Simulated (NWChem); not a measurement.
**A convergence study on CH2NSi (SMILES N#C[SiH2])**

CH2NSi: 5 atoms, total charge 0, spin state doublet. SMILES: `N#C[SiH2]`. The coordinates come from a PBE0-D4/def2-TZVP relaxation.

```
atom    x (Å)    y (Å)    z (Å)
   N   1.0418  -1.2192   1.5723
   C   0.5659  -0.6252   0.7039
  Si  -0.0920   0.2678  -0.7519
   H  -1.4554  -0.2230  -1.0537
   H  -0.0104   1.7260  -0.5118
```

Program: NWChem 7.3.0. Method: UB3LYP. Swept: basis set. Watched: the dipole moment. Each run: energy and properties. Hardware: 1 thread of Intel Xeon Platinum 8375C at 2.90GHz (Ice Lake), shared host.

Deviations are taken from the sweep's last point, which isn't the limit.

```tsv
basis set	basis functions	value (D)	from the best (D)	wall time
def2-SVP	56	3.2472	-0.2490	8.4 s
def2-SVPD	80	3.5136	+0.0175	25 s
def2-TZVP	111	3.4716	-0.0245	41 s
def2-TZVPD	135	3.4961	0.0000	59 s
```

(1) Which is the coarsest setting good to 0.1 D?

Results:

(1) def2-SVPD: it is 0.0175 D off and takes 25 s, against 59 s for def2-TZVPD.

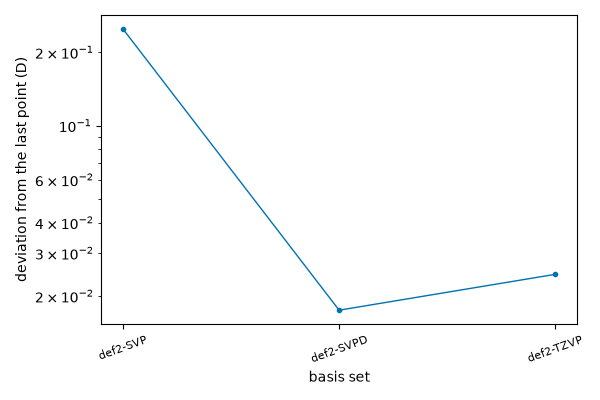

Absolute deviation from the last point of the sweep; values under 0.0001 D are drawn at that floor.
